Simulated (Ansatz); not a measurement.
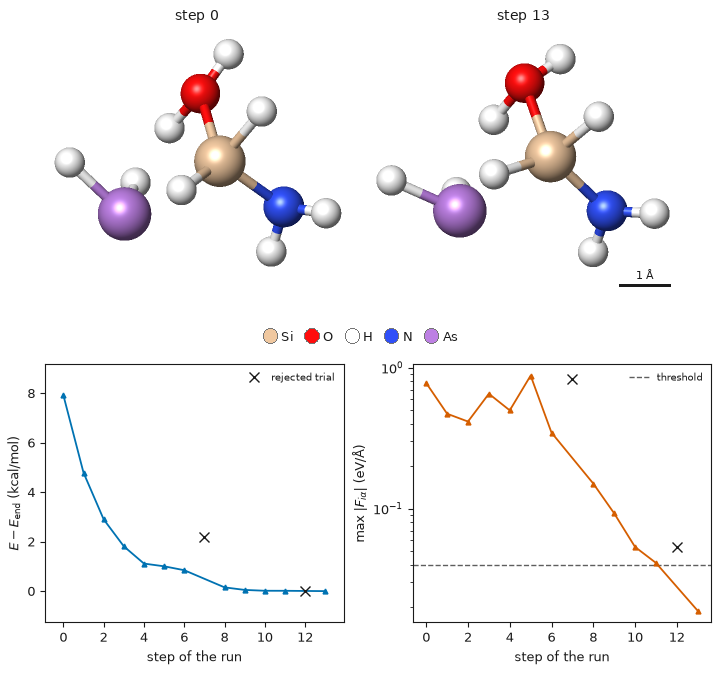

First and last geometry of a constrained relaxation of SiAsNH8O, with the history of the run. The picture is a ball-and-stick view, seen at a tilt.

The reaction that was planned forms Si1–As7, O2–H6 and breaks Si1–O2, H6–As7 (atoms numbered from 1 in input order).

These are results of Ansatz 0.2.0, RKS PBE0-D4/def2-SVP, not measurements.

The input:
```yaml
crystal:
  periodic: [false, false, false]
  atoms:
    - {symbol: Si, position_ang: [-0.188200, 0.892700, 0.198500]}
    - {symbol: O, position_ang: [-0.699400, -0.614100, 1.084300]}
    - {symbol: H, position_ang: [0.846100, 1.909000, 0.492900]}
    - {symbol: H, position_ang: [-1.360900, 1.581900, 0.818900]}
    - {symbol: N, position_ang: [-0.802700, 0.683600, -1.411200]}
    - {symbol: H, position_ang: [0.134600, -1.228100, 0.626700]}
    - {symbol: As, position_ang: [1.825300, -0.867600, -0.225400]}
    - {symbol: H, position_ang: [-1.607800, -0.844200, 1.364500]}
    - {symbol: H, position_ang: [-0.140900, 0.433900, -2.130800]}
    - {symbol: H, position_ang: [-1.384300, 1.430700, -1.752700]}
    - {symbol: H, position_ang: [2.184200, -1.113800, 1.221900]}
    - {symbol: H, position_ang: [1.193900, -2.264000, -0.287700]}
basis:
  gaussian: {orbitals: def2-SVP}
hamiltonian: {xc: pbe0, dispersion: d4}
relax: {f_tol: 0.04, max_steps: 150, escape_saddle: false, constraints: [{distance: [0, 6]}, {distance: [1, 5]}, {distance: [0, 1]}, {distance: [5, 6]}]}
```

Run as
```bash
ansatz run in.yaml --threads 8 --pin off --events-out ev --progress --plain --max-ram 19148MiB
```

Question: Read the history and describe the run.

Answer: It converged. H3 moves most after the best rigid fit: 0.46 Å. By element the largest moves are H 0.46 Å, O 0.30 Å, As 0.21 Å, Si 0.13 Å, N 0.11 Å. Among the contacts that change: O2–As7 2.855 → 2.932 Å, Si1–N5 1.736 → 1.711 Å, Si1–H4 1.495 → 1.509 Å, As7–H11 1.511 → 1.521 Å. Among the angles between lasting bonds that change: O2–Si1–H3 131.9° → 107.7°, H6–O2–H8 132.2° → 116.4°, O2–Si1–N5 104.6° → 117.3°. After 11 accepted moves (13 points after the start) the energy has fallen by 7.92 kcal/mol. Largest force component: 0.78 eV/Å at the start, 0.019 eV/Å at the end. The line search rejected the trial steps at points 7, 12 of the run.

```tsv
step	E − E(0), kcal/mol	largest force component, eV/Å	note
0	0.00	0.7782	
1	-3.13	0.4716	
2	-5.02	0.4151	
3	-6.11	0.6536	
4	-6.81	0.4983	
5	-6.92	0.8791	
6	-7.08	0.3462	
7	-5.74	0.8369	rejected
8	-7.77	0.1508	
9	-7.87	0.0927	
10	-7.91	0.0535	
11	-7.91	0.0412	
12	-7.91	0.0536	rejected
13	-7.92	0.0189
```
